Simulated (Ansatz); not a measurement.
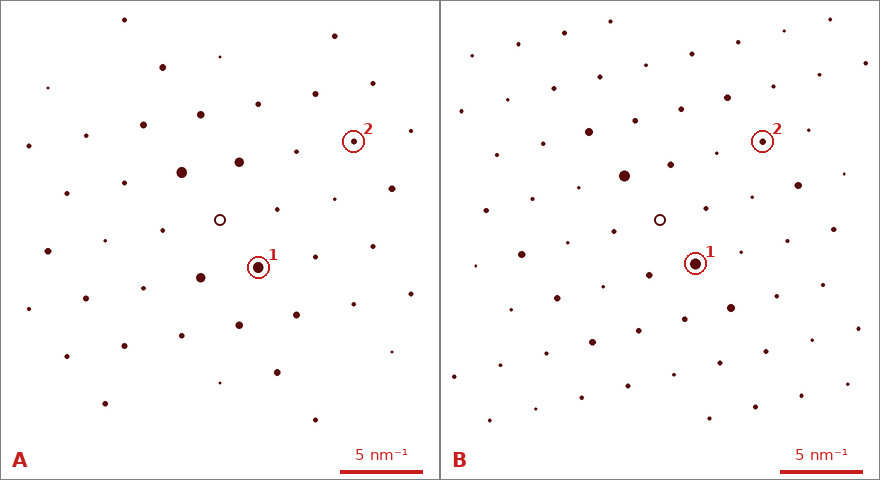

Kinematic electron diffraction patterns (120 kV, B = 0.5 Å², same scale) along [111] of the run's own cell, for the start and the end of one relaxation of Li2P3 with Ansatz, DFT PBE, scalar-relativistic, plane waves, PAW. k mesh 12×12×8. The start is a generated model structure, and the relaxation ends in the nearest stationary point of its symmetry, not necessarily the ground state. Spot 1 is 0 -1 1 and spot 2 is 3 -2 -1 in both.

Start structure:

```
CELL_PARAMETERS angstrom
3.96357 0.00000 0.00000
-1.98179 3.43255 0.00000
0.00000 0.00000 5.35496
ATOMIC_POSITIONS crystal
Li 0.33333 0.66667 0.13946
Li 0.66667 0.33333 0.86054
P 0.00000 0.00000 0.00000
P 0.33333 0.66667 0.61838
P 0.66667 0.33333 0.38162
```

Which pattern belongs to the start structure, and which to the relaxed one?

Answer. B is the start: its cell gives d(1) = 2.890 Å, d(2) = 1.261 Å and an angle of 88.4°. A is the relaxed structure, with d(1) = 2.677 Å (-7.4 %), d(2) = 1.050 Å (-16.7 %) and 81.6°.

Name reflections whose intensity changes strongly on relaxation.

Answer. 3 0 -3, 0 3 -3 fade out of sight; 1 0 -1 goes from 11 to 54 % of the strongest spot; 1 1 -2 goes from 5 to 21 % of the strongest spot; 1 2 -3 goes from 3.3 to 14 % of the strongest spot.

What did the relaxation do to the structure and the energy?

Answer. The volume changed by +14.4 % to 16.67 Å³ an atom; with the mean shift removed, the atoms moved by up to 0.46 Å relative to the cell (P most); the space group stayed P-3m1 (No. 164); the free energy fell by 160 meV an atom. Relaxed cell: a = 3.229 Å, b = 3.229 Å, c = 9.230 Å, α = 90.00°, β = 90.00°, γ = 120.00°.
